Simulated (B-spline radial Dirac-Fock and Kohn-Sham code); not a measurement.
The ion W⁴⁺ in the configuration [Xe] 4f14 6s2, which is not the ground configuration. The calculation used Thomson × f² and Klein–Nishina × S on Dirac–Fock densities, without anomalous dispersion (a radial B-spline solver).

Predict the main features of the following plot. Coherent and incoherent photon scattering cross sections against photon energy, computed at the marked points and joined by straight lines.

Coherent scattering falls from 2980 b at 2.00 keV to 0.755 b at 1.00 MeV. Incoherent scattering is largest at 100 keV among the points computed (29.3 b), and it overtakes the coherent part between 100 keV and 1.00 MeV.

The computed plot:

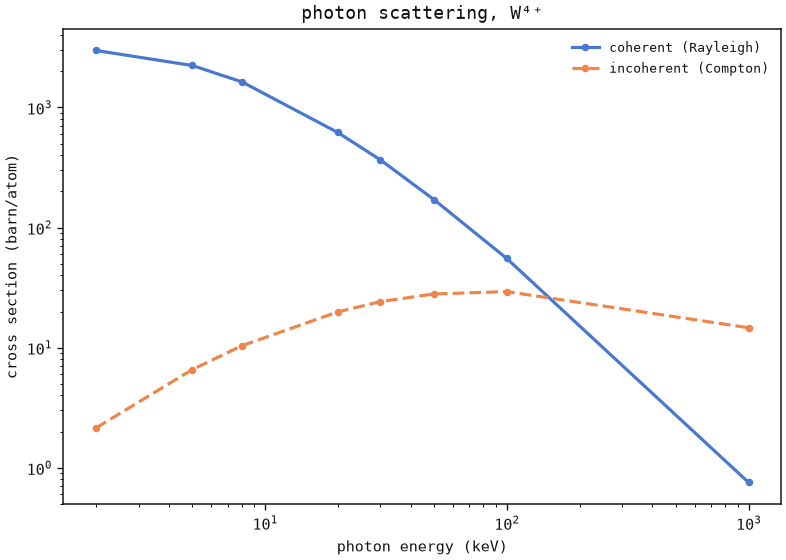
